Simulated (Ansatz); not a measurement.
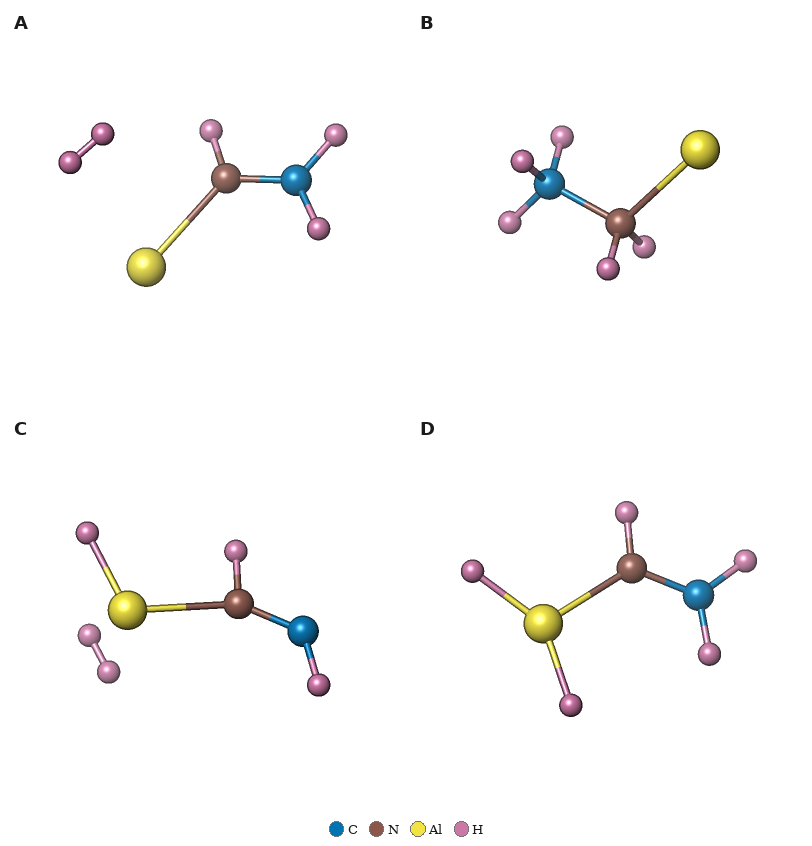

4 stationary structures of one formula. State: charge +1, singlet. Geometries: PBE-D4/def2-SVP. Electronic energies: PBE-D4/def2-SVP (Ansatz 0.2.0), without zero-point energy. No frequency run is at hand to confirm each as a minimum. Each is one conformer, not always the lowest.

Which is lowest in energy, and by how much?

Answer. B is lowest (Cs); D lies 78.9 kJ/mol above it (Cs), A lies 150.6 kJ/mol above it (C1), C lies 451.9 kJ/mol above it (C1).
